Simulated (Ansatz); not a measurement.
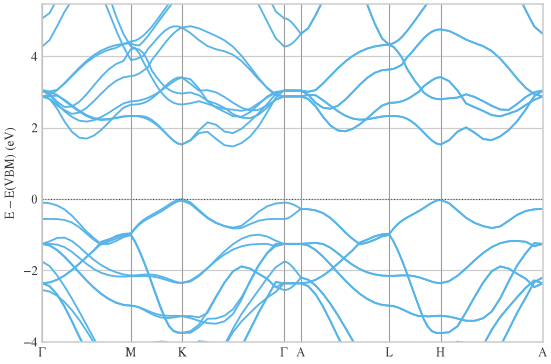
Fig. 1. Band structure from the program Ansatz at the PBE level (PAW)

Problem. Read off the gap and where the band edges lie.

Solution. About 1.5 eV (1.47 eV by a search for the band edges); maximum at K, minimum on the K–Γ line, 48 % of the way from K.

The material is WSe$_{2}$ in space group P6_3/mmc (No. 194; W on 2c, Se on 4f).

The PBE relaxation kept the symmetry of its start. The run is not spin-polarised. The volume lies over 15 % above that of the usual cell of this phase: another minimum, or an error of the functional. A crystal of weakly bound layers computed without a dispersion correction: the cell and the soft elastic constants depend strongly on that. Spin–orbit coupling is left out wherever it is not named.

Potentials: the earlier of the program's two PAW sets.
